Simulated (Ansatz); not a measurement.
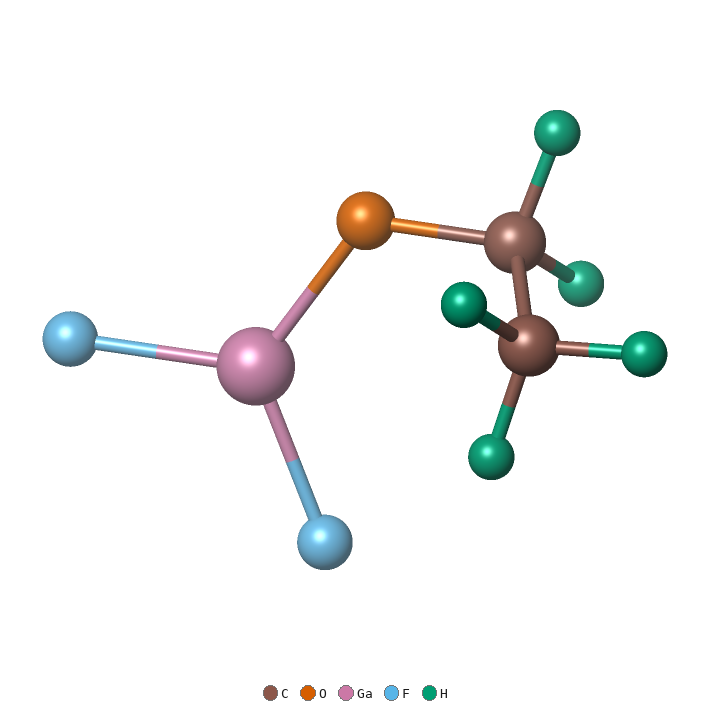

Rendered structure (ball-and-stick style). Every bond is drawn as one stick, whatever its order.

Describe the molecule.

The molecule is C2H5F2GaO. Its SMILES string is `CC[O][Ga]([F])[F]`. The point group is C1. Coordination: 2 C tetrahedral; 1 O bent; 1 Ga trigonal planar.

The parts below concern this one geometry. Atoms keep their numbers from picture to picture. Computed geometry: PBE0-D4/def2-TZVP optimisation.

Electronic properties

Properties computed with RKS revPBE-D4/def2-TZVPP (Ansatz 0.2.0).

Computed properties:

- HOMO energy (Kohn–Sham orbital): −7.05 eV
- LUMO energy (Kohn–Sham orbital): −2.39 eV
- HOMO–LUMO gap: 4.66 eV
- dispersion correction: −63.9 kJ/mol

Charges

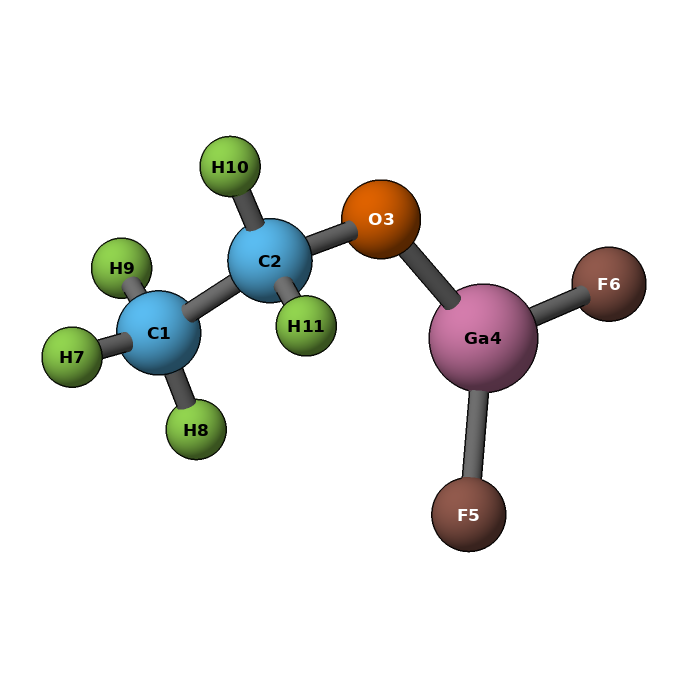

The questions are on Mulliken charges. Properties computed with RKS r2SCAN-D4/def2-TZVPP (Ansatz 0.2.0).

List the Mulliken charges.

```tsv
atom	value (e)
C1	−0.15
C2	0.15
O3	−0.37
Ga4	0.86
F5	−0.37
F6	−0.35
H7	0.04
H8	0.05
H9	0.06
H10	0.04
H11	0.04
```

Vibrations

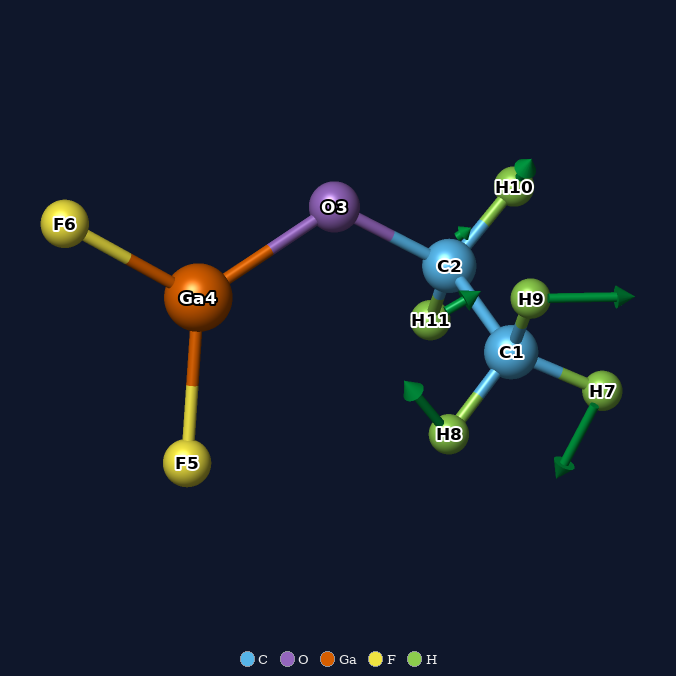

The arrows show one normal mode. Harmonic vibrations computed with RKS PBE0-D4/def2-TZVP (Ansatz 0.2.0) at a stationary point of the same level.

Question: Describe the motion.

Answer: A torsion or out-of-plane motion in which bond lengths and bond angles hardly change.

Question: At what wavenumber does it lie?

Answer: 294 cm⁻¹; it is mode 7 of 27 counted from the lowest.

Mulliken values depend strongly on the basis set and can even reverse the polarity of a bond.
